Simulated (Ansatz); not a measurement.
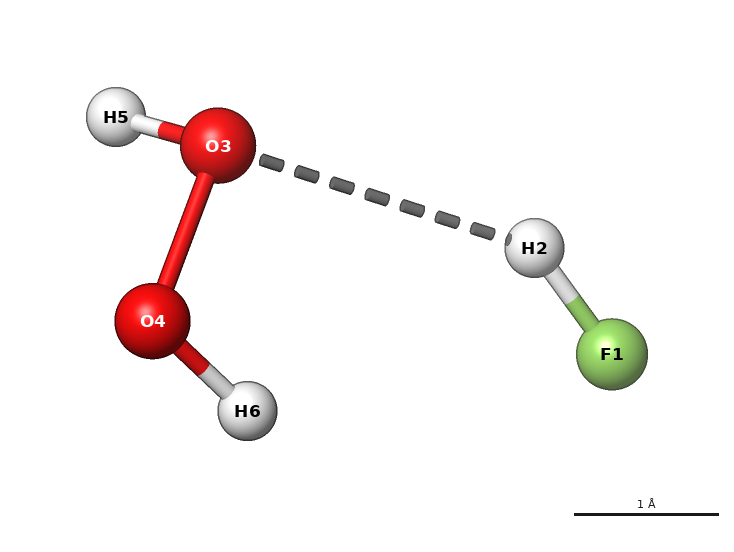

Two molecules or ions; the broken line marks their closest contact (measured against van der Waals radii). Geometry: a pair of rigid molecules at a changed separation. Program: Ansatz 0.2.0.

> Which two species are they?

HF and H2O2 (`F.OO`).

> How long is the contact?

H2···O3 is 2.54 Å.

Give the counterpoise-corrected interaction energy (kcal/mol, monomers kept as in the pair) with RHF-CCSD(T) (frozen core)/def2-TZVPPD; PBE-D4/def2-TZVPPD; B3LYP-D4/def2-TZVPPD; ωB97M-V/def2-TZVPPD; r2SCAN-D4/def2-TZVPPD.

| level | interaction energy (kcal/mol) |
| --- | --- |
| RHF-CCSD(T) (frozen core)/def2-TZVPPD | −3.5 |
| PBE-D4/def2-TZVPPD | −3.9 |
| B3LYP-D4/def2-TZVPPD | −3.6 |
| ωB97M-V/def2-TZVPPD | −3.6 |
| r2SCAN-D4/def2-TZVPPD | −3.8 |
